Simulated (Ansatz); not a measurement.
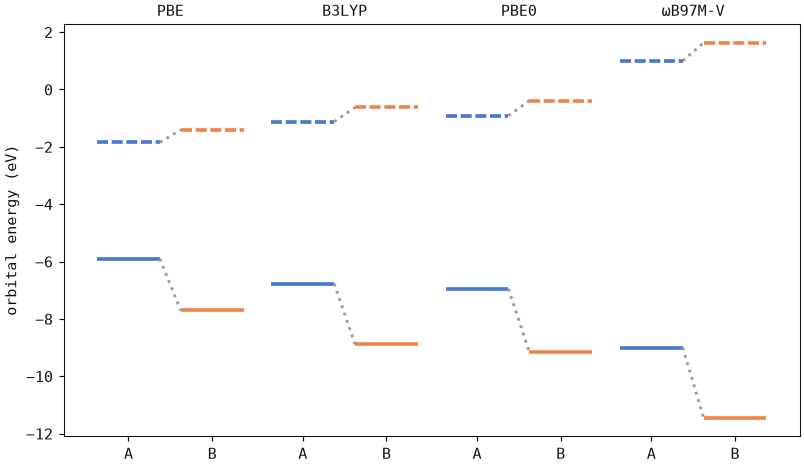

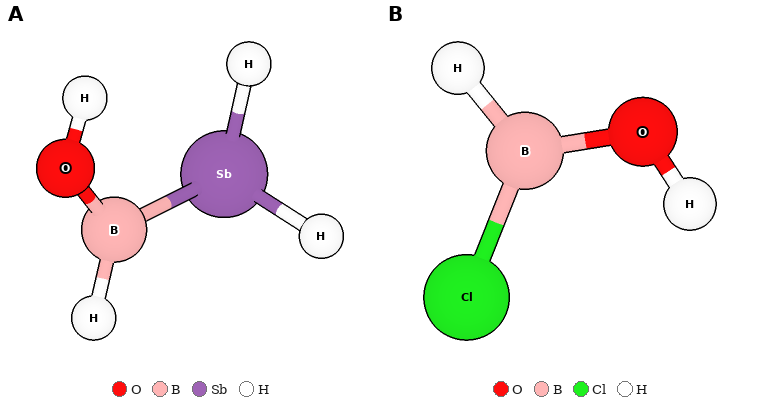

One change: A, BSbH₄O (SMILES O[BH][SbH2]), becomes B, BH₂OCl (SMILES OBCl). SbH₂ on B is replaced by Cl. HOMO (solid) and LUMO (dashed) computed in def2-TZVPP at PBE0-D4/def2-TZVP geometries, both minima by their frequencies, gas phase, the Ansatz code. Empty levels above zero depend strongly on the basis.

What does the change do to HOMO and LUMO?

PBE: the HOMO falls by 1.80 eV, the LUMO rises by 0.44 eV, and the separation goes from 4.06 to 6.31 eV. B3LYP: the HOMO falls by 2.11 eV, the LUMO rises by 0.50 eV, and the separation goes from 5.65 to 8.26 eV. PBE0: the HOMO falls by 2.20 eV, the LUMO rises by 0.52 eV, and the separation goes from 6.04 to 8.76 eV. ωB97M-V: the HOMO falls by 2.45 eV, the LUMO rises by 0.63 eV, and the separation goes from 10.00 to 13.08 eV.

Do the functionals agree on the effect?

They agree on the direction for both levels; the HOMO shift lies between −2.45 and −1.80 eV and the LUMO shift between 0.44 and 0.63 eV, while the separations themselves differ by up to 6.8 eV between functionals.

Note: core potentials past krypton; spin-orbit coupling is left out, and with Sb it can shift these values.
